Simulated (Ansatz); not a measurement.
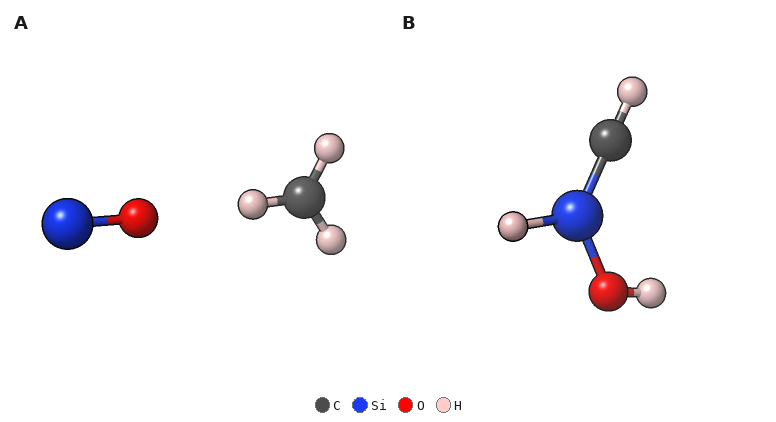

2 stationary structures of one formula. State: neutral, doublet. Geometries: PBE0-D4/def2-TZVP. Electronic energies: UHF-CCSD(T) (frozen core)/def2-TZVPP (Ansatz 0.2.0), without zero-point energy. No frequency run is at hand to confirm each as a minimum.

Which is lowest in energy, and by how much?

Answer. A is lowest; B lies 67.9 kJ/mol above it (Cs).

The determinant isn't a pure spin state (⟨S²⟩ up to 0.88).
